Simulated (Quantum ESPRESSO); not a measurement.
**CdF2 (Fm-3m): third-order response**

Wanted: vibrational spectra of CdF2 (Fm-3m) from linear and non-linear response.

Main program and level: Quantum ESPRESSO 8.0 development, patched; DFT LDA, scalar-relativistic, plane waves, PseudoDojo norm-conserving pseudopotentials.

**1. Starting point**

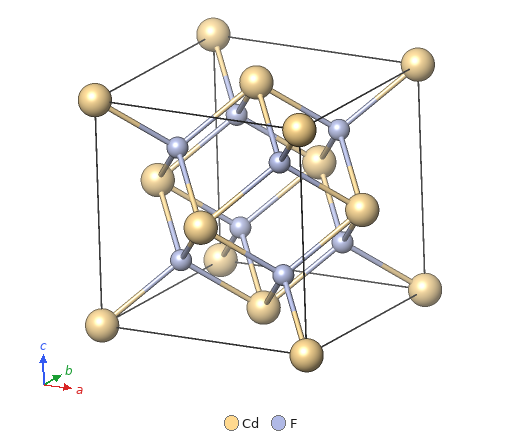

The starting structure, seen slightly off an axis (cadmium orange, fluorine light blue). This picture shows the conventional cell, with its axes. Some periodic images of atoms are drawn too.

**2. A first look**

Before anything dear is run, a loose run with smearing shows whether this is a metal and how far the cell is from rest.

Contents of probe.in:

```
&control
   calculation = 'scf'
   prefix = 'x'
   outdir = './tmp'
   pseudo_dir = './pseudo'
   tprnfor = .true.
   tstress = .true.
   verbosity = 'high'
/
&system
   ibrav = 0
   nat = 3
   ntyp = 2
   ecutwfc = 102.0
   occupations = 'smearing'
   smearing = 'gaussian'
   degauss = 0.01
/
&electrons
   conv_thr = 1.0d-07
   mixing_beta = 0.7
   electron_maxstep = 100
/
ATOMIC_SPECIES
 Cd    112.4140  Cd.upf
 F      18.9984  F.upf
CELL_PARAMETERS angstrom
    -2.694000000    0.000000000    2.694000000
     0.000000000    2.694000000    2.694000000
    -2.694000000    2.694000000    0.000000000
ATOMIC_POSITIONS crystal
 Cd     0.000000000   0.000000000   0.000000000
 F      0.750000000   0.750000000   0.750000000
 F      0.250000000   0.250000000   0.250000000
K_POINTS automatic
 6 6 6 0 0 0
```

Launch:

```console
OMP_NUM_THREADS=1 mpirun -n 4 pw.x -nk 4 -in probe.in > probe.out
```

Then come: relaxing the cell and atoms; self-consistent run for the response; zone-centre response; modes with the sum rule; sum rules set otherwise: a sum rule for molecules or wires on a crystal; sum rules set otherwise (asr no); the LO-TO splitting (1 0 0). Settings of the main run: cutoff 102 Ry, 8×8×8 k-mesh, fixed occupations, response threshold 1.00e-18, field response on, Raman on, q point (0, 0, 0).

What does the calculation give for the lowest optical zone-centre mode?

The largest Raman activity of CdF2 (Fm-3m) lies at 319 cm⁻¹ and the strongest infrared line at 238 cm⁻¹ (transverse modes). At the LDA level the optical modes of CdF2 (Fm-3m) at the zone centre (no LO-TO term) run from 238 to 319 cm⁻¹. Along the directions run, the highest mode that the macroscopic field moves lies at 391 cm⁻¹.

* volume per atom: 12.4 Å³
* gap on the k-mesh: 3.00 eV
* highest optical zone-centre mode (no LO-TO term): 318.7 cm⁻¹
* lowest optical zone-centre mode: 238.2 cm⁻¹
* highest mode moved by the LO-TO term: 390.9 cm⁻¹
* mean high-frequency dielectric constant: 2.92
* largest Born charge in size (third of the trace): 2.45 e
* mean static dielectric constant: 7.86
* imaginary optical modes at the zone centre (no q mesh in this session): none

Lattice motion raises the mean dielectric constant from 2.919 to 7.859. The Born charge of Cd is 2.453 e against a formal charge of +2, somewhat above it. Of the 6 optical modes, 3 are infrared active alone and 3 are Raman active alone; inversion symmetry keeps the two sets apart. These are harmonic frequencies at zero temperature: anharmonic shifts and linewidths and thermal expansion are left out. The build is a development version in which the Raman tensors of release 7.5 are mended; dynmat.x leaves out the electro-optic term of LO lines.

[Host names and launcher messages were left out of these logs when they were recorded.]

[Logs are printed without paths, hosts, clocks, repeated set-up lines and the standing remarks that a program may print on its own settings, such as how far it seeks lower states.]

[Hosts, paths, dates, database ids (printed as entryN), source tags and the programs' standing remarks are cut or masked in the printed files.]
